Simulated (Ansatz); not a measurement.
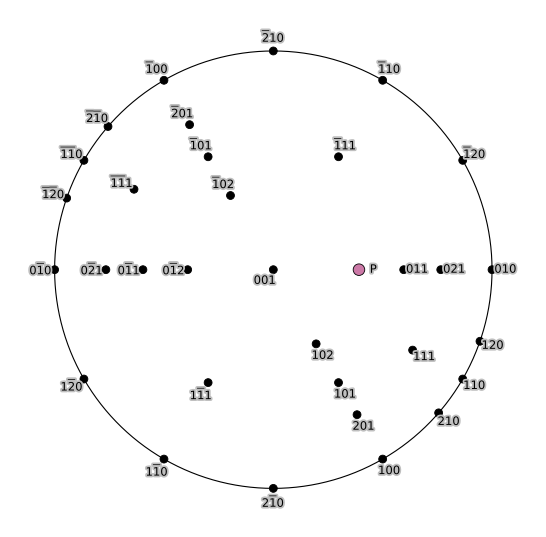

Crystal: Mg, coordinates from a relaxation with DFT PBEsol, scalar-relativistic, plane waves, PAW in Ansatz 0.2.0. Stereographic projection of plane normals (upper hemisphere) centred on (0 0 1). All values are computed from the atomic coordinates in the standard setting (tolerance 0.002 Å).

a = 3.188 Å, b = 3.188 Å, c = 5.108 Å, α = 90.00°, β = 90.00°, γ = 120.00°.

Q: Index the pole marked P.

A: P is (0 1 2), in four indices (0 1 −1 2), 42.8° from the centre.

Q: What is the angle between the normals of (1 1 0) and (−1 −1 0), and what are their d_hkl = 1/|g|?

A: 180.0°; d = 1.594 Å and 1.594 Å.
